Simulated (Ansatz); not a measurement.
GaH$_{4}$NO$_{2}$···H$_{2}$

```xyz
10

Ga    0.2603    0.5856   -0.1305
H     0.8919   -2.2223   -0.5175
O     0.4048    0.7385   -1.8962
O     1.8162    0.6956    0.7231
H     0.2340   -2.2691   -0.1635
N    -1.3235    0.2896    0.7180
H    -0.4276    0.6534   -2.3637
H     1.7475    0.5872    1.6729
H    -2.1942    0.4827    0.2504
H    -1.4094    0.4588    1.7070
```

The product side of a reaction path; geometry: PBE0-D4/def2-TZVP.

Computed with Ansatz 0.2.0, RKS PBE0-D4/def2-TZVPP.

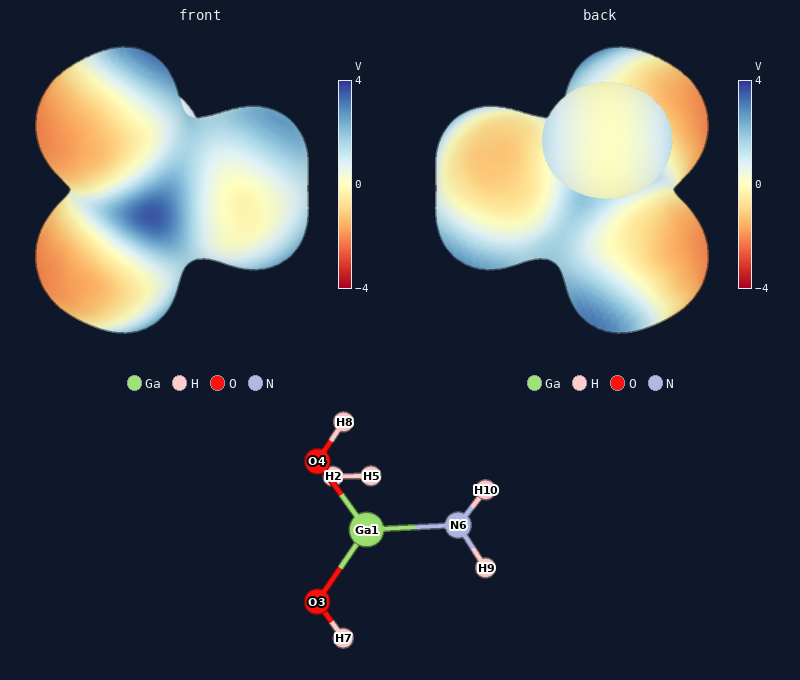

Figure 1. The electrostatic potential painted on the density surface at 0.004 e/bohr³, seen from the front and from behind; the colour scale runs from red (negative) to blue (positive). The bare structure is drawn below in the same view.

Question: Where is the surface potential most negative and most positive?

Answer: The most negative region (about −2.1 V) lies over O3 and O4, the most positive (about +3.4 V) over Ga1.

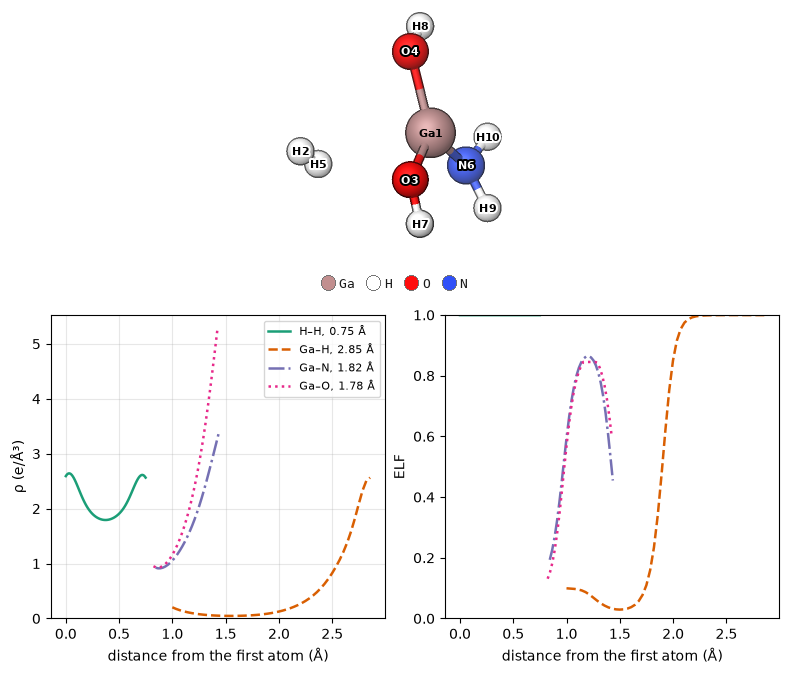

Figure 2. Electron density and ELF along straight lines between neighbouring atoms. The curves leave out the atomic cores. The structure is drawn too.

Question: Compare the contacts.

Answer: H–H (0.75 Å): ρ at the midpoint is about 1.8 e/Å³; the ELF is about 1 at the midpoint.
Ga1···H5 (2.85 Å): the density falls to about 0.05 e/Å³ on the way; the ELF dips to about 0 between them.
Ga–N (1.82 Å): ρ at the midpoint is about 0.93 e/Å³; the ELF peaks at about 0.85 in the valence shell of N, 0.6 Å from its nucleus, and is about 0.30 at the midpoint.
Ga–O (1.78 Å): ρ at the midpoint is about 0.94 e/Å³; the ELF peaks at about 0.85 in the valence shell of O, 0.6 Å from its nucleus, and is about 0.25 at the midpoint.

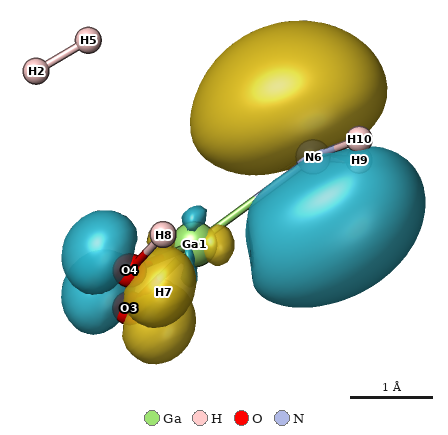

Figure 3. One frontier orbital at ±0.1 Å⁻³ᐟ² (yellow and cyan are the two phases), seen from one side.

Question: Which orbital is it: HOMO or LUMO?

Answer: The HOMO, at −7.60 eV. It lies mainly on N6 (about 70 %) and Ga1 (about 10 %); largely a lone pair of N6.
